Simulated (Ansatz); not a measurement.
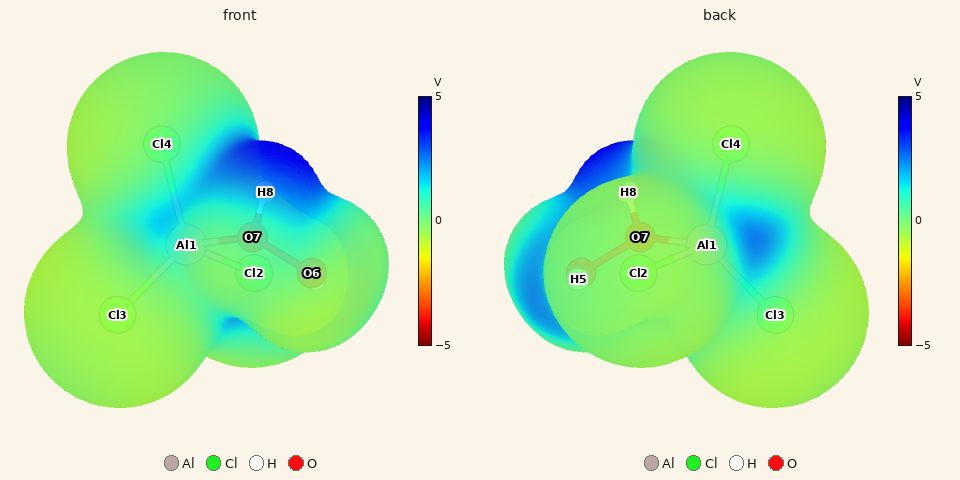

Figure. AlCl$_{3}$H$_{2}$O$_{2}$. The molecular electrostatic potential painted on the density surface at 0.002 e/bohr³, seen from the front and from behind; the colour scale runs from red (negative) to blue (positive).

Theory: RKS PBE0-D4/def2-SVP (Ansatz).

```xyz
8

Al   -0.6867   -0.8144   -0.0082
Cl   -1.8863    0.9272   -0.3099
Cl   -0.5798   -2.1726   -1.5928
Cl   -0.5266   -1.5125    1.9780
H     0.1913    1.7102   -0.5629
O     1.1336    1.4209   -0.5580
O     1.0238    0.1596    0.0682
H     1.3307    0.2816    0.9857
```

> Which sites attract a positive test charge, and which a negative one?

A positive charge is drawn to the negative regions and a negative charge to the positive ones. The most negative region (about −0.6 V) lies over Cl3 and Cl4, the most positive (about +3.9 V) over H8.
